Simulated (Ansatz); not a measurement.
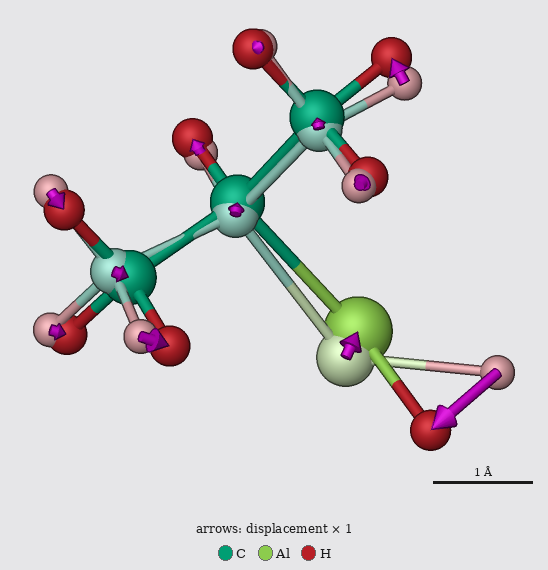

This is a relaxation of C3H8Al (multiplicity 2). The starting structure is drawn faded, the final one solid; purple arrows show the displacements, at their true length. The two geometries are superimposed by the best rigid fit.

Style: ball-and-stick. Shown at a tilt.

The start comes from PBE-D4/def2-SVP.

These are results of Ansatz, UKS PBE0-D4/def2-TZVP, not measurements.

Input file:
```yaml
crystal:
  periodic: [false, false, false]
  atoms:
    - {symbol: C, position_ang: [-0.098031, 0.915908, -1.138402]}
    - {symbol: C, position_ang: [-0.024341, -0.393053, -0.333776]}
    - {symbol: C, position_ang: [0.865207, -0.263051, 0.911245]}
    - {symbol: Al, position_ang: [-1.861538, -1.066594, 0.161847]}
    - {symbol: H, position_ang: [-0.702786, 0.812282, -2.063596]}
    - {symbol: H, position_ang: [-0.542534, 1.744907, -0.544993]}
    - {symbol: H, position_ang: [0.916264, 1.260005, -1.444310]}
    - {symbol: H, position_ang: [0.399463, -1.181286, -1.000278]}
    - {symbol: H, position_ang: [0.468228, 0.491148, 1.624606]}
    - {symbol: H, position_ang: [0.962163, -1.217100, 1.470130]}
    - {symbol: H, position_ang: [1.896091, 0.064131, 0.640082]}
    - {symbol: H, position_ang: [-2.201286, -1.222297, 1.751344]}
basis:
  gaussian: {orbitals: def2-TZVP}
magnetization: {spin_polarized: true, initial_magnetization: 1}
hamiltonian: {xc: pbe0, dispersion: d4}
relax: {f_tol: 0.005, max_steps: 150}
```

Run as
```bash
ansatz run in.yaml --threads 4 --pin off --events-out ev --progress --plain --max-ram 10444MiB
```

Q: Which element moves most?

A: Hydrogen: up to 0.99 Å, against 0.31 Å for aluminium.

Q: Describe the change and its energy.

A: The energy falls by 0.067 eV in 23 accepted moves (24 points after the start). The largest force component goes from 0.49 to 0.00047 eV/Å. The line search rejected the trial step at point 19 of the run. The atom that moves furthest after the best rigid fit is H12 (0.99 Å). Largest moves by element: H 0.99 Å, Al 0.31 Å, C 0.18 Å. Some distances before and after: C2–Al4 2.019 → 1.991 Å, C2–H8 1.116 → 1.095 Å, Al4–H12 1.633 → 1.614 Å, C3–H11 1.115 → 1.098 Å. Among the angles between lasting bonds that change: Al4–C2–H8 104.9° → 110.1°, C1–C2–Al4 111.6° → 108.8°, C2–Al4–H12 117.4° → 114.6°. Groups turn about C2–Al4 by about 55°. Cost: 96 s on 4 threads of Arm Neoverse V2, with other jobs on the host.
